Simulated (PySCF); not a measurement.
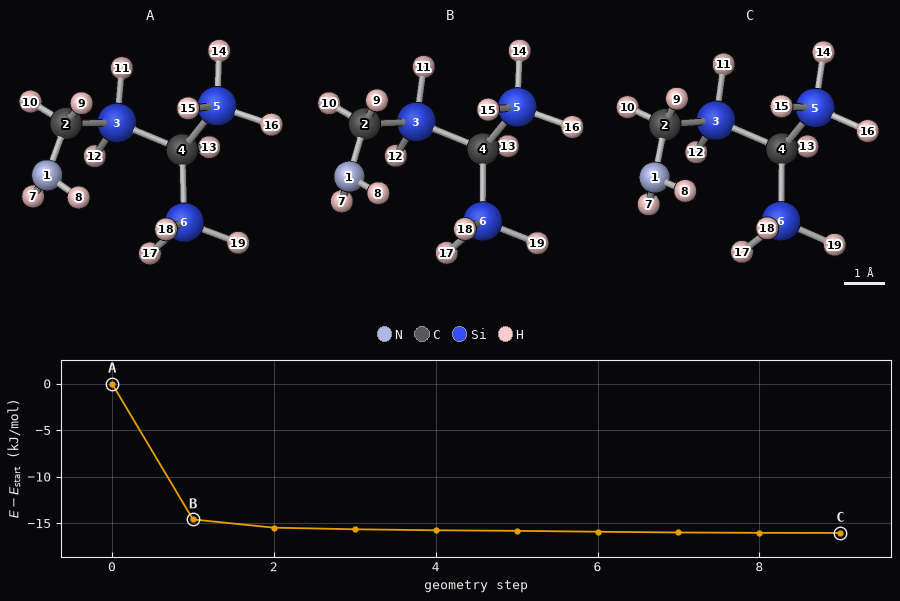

Frames of a relaxation of C2H13NSi3, marked on the history of the run. A ball-and-stick model, seen face on.

The start comes from GFN2-xTB. Its atoms were then displaced at random by about 0.01 Å.

The calculation used PBE0-D3(BJ)/def2-SVP geometry optimisation, gas phase in PySCF. 

Q: Describe the path.

A: The largest move after the best rigid fit is that of H7, 0.45 Å. By element the largest moves are H 0.45 Å, N 0.21 Å, Si 0.10 Å, C 0.06 Å. Some distances before and after: C4–Si5 1.918 → 1.884 Å, Si5–H14 1.464 → 1.495 Å, C2–Si3 1.928 → 1.897 Å, Si3–H11 1.470 → 1.500 Å. Among the angles between lasting bonds that change: N1–C2–H10 105.3° → 109.5°, Si5–C4–H13 103.1° → 106.4°, C2–Si3–H11 107.9° → 111.0°. Over 9 geometry steps the energy falls by 16.0 kJ/mol. From step 0 to 1: H7 moves most (0.25 Å), energy −14.6 kJ/mol. From step 1 to 9: H16 moves most (0.22 Å), energy −1.45 kJ/mol.

| step | E − E(0), kJ/mol |
| --- | --- |
| 0 | 0.00 |
| 1 | -14.58 |
| 2 | -15.47 |
| 3 | -15.64 |
| 4 | -15.75 |
| 5 | -15.81 |
| 6 | -15.90 |
| 7 | -15.99 |
| 8 | -16.02 |
| 9 | -16.03 |
